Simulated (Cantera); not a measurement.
A closed system holds: 1 mol FeS, 130 mol H2, at 0.000150 bar.

Equilibrium computed with Cantera from the NASA thermochemical tables; the gas is ideal and each condensed phase is pure. Candidate condensed phases: Fe, FeS, FeS2, S; 8 gas species. Mutual solubility and eutectic melting of coexisting phases are not modelled. FeS: taken at fixed stoichiometry. Gases not in the tables: S3 to S7. Rates play no part.

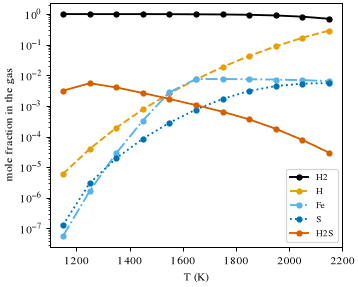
Figure: Equilibrium gas composition (values under 1e-9 drawn at 1e-9)

Question: Read off the mole fractions at 1350 K.

Answer: H2 about 0.99, H2S about 0.0040, H about 0.00019, Fe about 2.9e-5, S about 2.0e-5.
